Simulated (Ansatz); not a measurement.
The structure below was relaxed with plane-wave PAW DFT at the PBEsol level (Ansatz, a program for electronic structure, 420 eV), without spin-orbit coupling.

```
CELL_PARAMETERS angstrom
      1.89095     1.09174     3.36724
     -1.89095     1.09174     3.36724
      0.00000    -2.18349     3.36724
ATOMIC_POSITIONS crystal
  As 0.23015 0.23015 0.23015
  As 0.76985 0.76985 0.76985
```

Problem. Find the space group and the Wyckoff positions.

Solution. Space group R-3m, hexagonal axes (No. 166); a = 3.7819 Å, b = 3.7819 Å, c = 10.1017 Å, α = 90.00°, β = 90.00°, γ = 120.00°

```
atom  site  symmetry       x       y       z
----  ----  --------  ------  ------  ------
As      6c        3m  0.0000  0.0000  0.2301
```

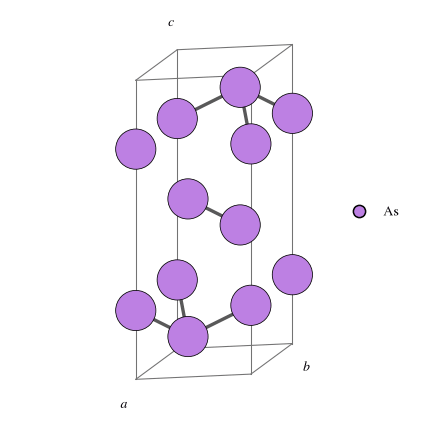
Fig. 1. The conventional cell

Whether these cells are dynamically stable was not tested. The cell was made from P by this change: P → As.
